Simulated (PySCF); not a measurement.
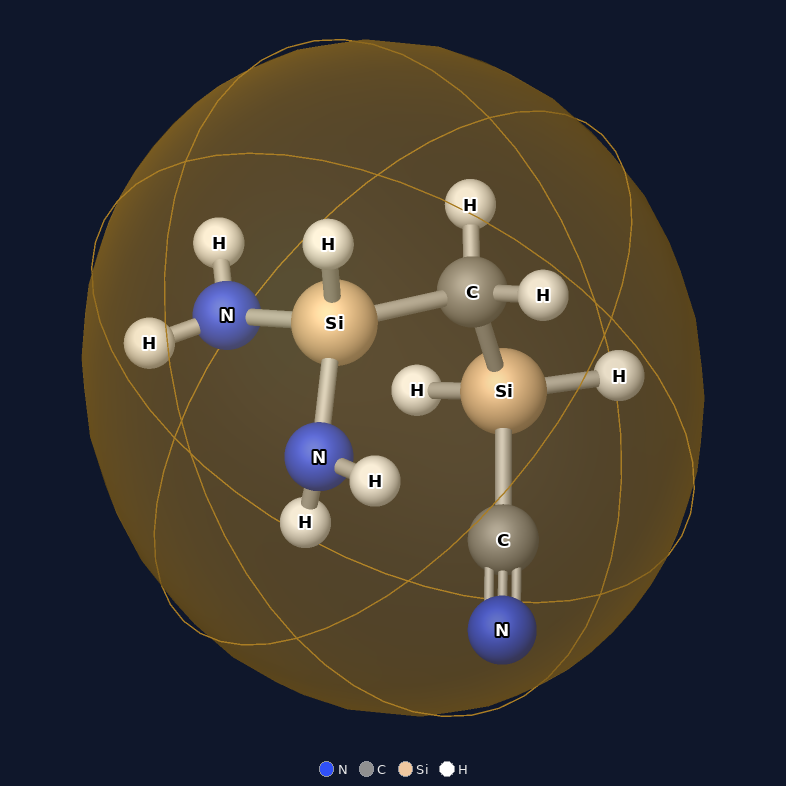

The ellipsoid shows the static dipole polarisability: its half-axes are proportional to the principal values. The geometry was computed by an optimisation with GFN2-xTB. No frequency run is at hand to confirm it as a minimum. Computed with CAM-B3LYP/def2-SVPD (PySCF 2.14.0).

Give the principal values, the mean and the anisotropy.

Principal values 81.5, 96.8, 98.4 bohr³; mean 92.2 bohr³ (13.67 Å³); anisotropy 16.1 bohr³, so the longest axis is 1.21 times the shortest.

The geometry is semi-empirical. Around Si such bond lengths and angles can be off by a tenth of an ångström or more and by several degrees, and values that hang on the shape move with them.
